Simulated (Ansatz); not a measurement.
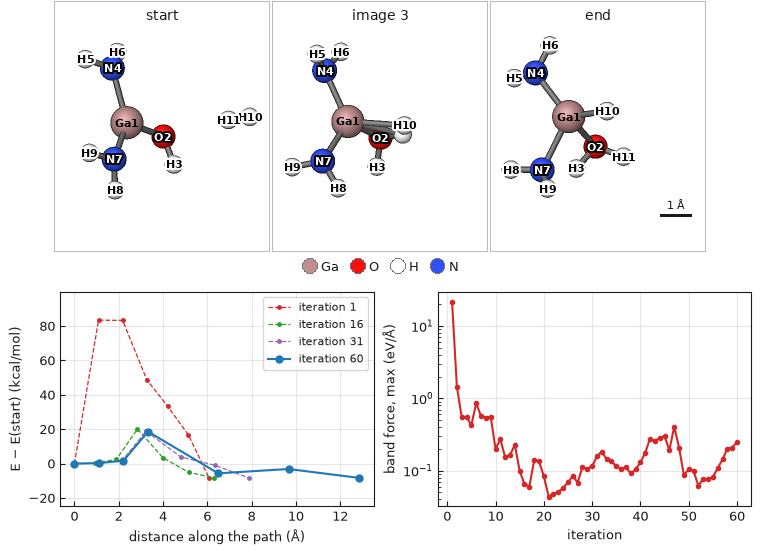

A nudged-elastic-band calculation for GaN₂H₇O, made up at the start of GaN2H5O and H$_{2}$. Images are numbered from 0 (start) to 6 (end). The plot follows the band through its iterations. The picture is a ball-and-stick view, seen at a tilt.

These are results of RKS PBE-D4/def2-SVP (Ansatz), not measurements. Run with 5 movable images; climbing image; force threshold 0.03 eV/Å; iteration limit 60; starting path through a guess of the saddle point.

Question: How did the profile develop, and is the result final?

Answer: The result isn't final. The band hadn't converged when the run stopped after 60 iterations. The largest component of the band force went from 22 to 0.25 eV/Å. The barrier read from it is provisional, though the highest image hardly moved in the last two iterations. The first iteration put the highest image at 83.4 kcal/mol. The highest point, image 3, lies 18.7 kcal/mol above the start and 27.0 kcal/mol above the end; the end is at −8.3 kcal/mol relative to the start. The profile has 2 maxima (images 3, 5) with a dip at image 4 (−5.6 kcal/mol), which on an unconverged band is provisional.

Limits of the set-up: the start holds two separate molecules, 2.4 Å apart at their closest, whose relative position is a soft coordinate.
